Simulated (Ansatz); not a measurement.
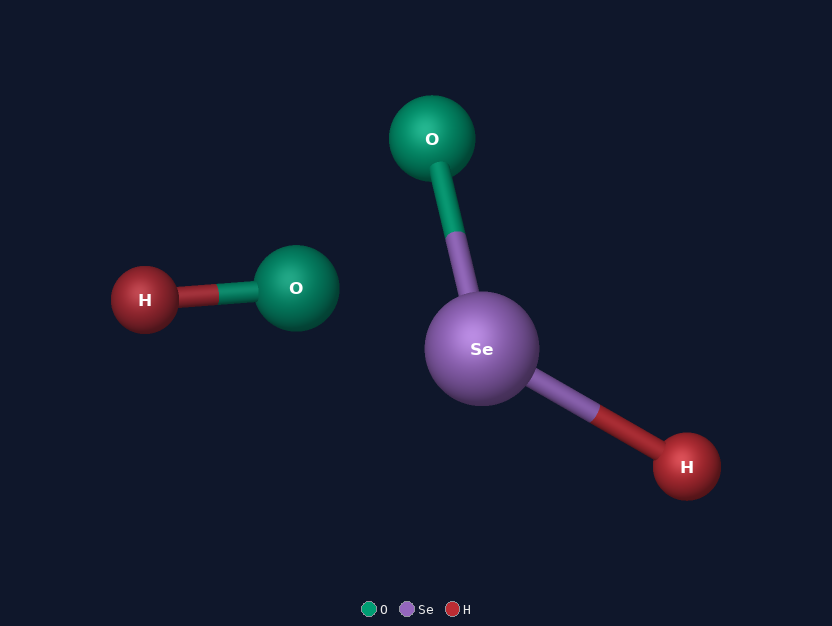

Starting geometry of the run.

Input file:

```yaml
crystal:
  periodic: [false, false, false]
  atoms:
    - {symbol: O, position_ang: [-0.425914, 0.105761, 0.919177]}
    - {symbol: Se, position_ang: [-1.128535, 0.369367, -0.696778]}
    - {symbol: O, position_ang: [1.228145, -0.393941, 0.484439]}
    - {symbol: H, position_ang: [-1.579653, -0.971736, -1.224069]}
    - {symbol: H, position_ang: [1.742676, 0.405141, 0.326370]}
basis:
  gaussian: {orbitals: def2-SVP}
hamiltonian: {xc: pbe, dispersion: d4}
relax: {f_tol: 0.03, max_steps: 250}
```

It was started with:

```sh
ansatz run in.yaml --threads 2 --pin off --events-out ev --progress --plain --max-ram 4352MiB
```

What the program printed (its end):

```
mean field -69447.72966372 eV, -2552.1569917798 hartree, gradient 8.2e-5 eV, S^2 0.000000; 1 other end points of the search recorded, 0 dependent functions left out
the calculation of the forces begins
reference -69447.72968542 eV, -2552.1569925773 hartree; 26, 26 occupied and 44, 44 virtual orbitals, 748 factors
Total energy: -69447.79869401 eV, -2552.1595285963 hartree
Atom 0 at    -0.194146     0.042754     0.740124 Å, force    -0.005895    -0.004200    -0.024582 eV/Å
Atom 1 at    -1.188230     0.430036    -0.775196 Å, force    -0.001062     0.005221     0.016541 eV/Å
Atom 2 at     1.148679    -0.408094     0.411145 Å, force    -0.000559     0.013056     0.018065 eV/Å
Atom 3 at    -1.577526    -0.982562    -1.080573 Å, force     0.004974    -0.002890    -0.000872 eV/Å
Atom 4 at     1.647942     0.432459     0.513639 Å, force     0.002543    -0.011188    -0.009152 eV/Å
Dipole moment:     0.049330     0.195546    -0.219292 e Å
```
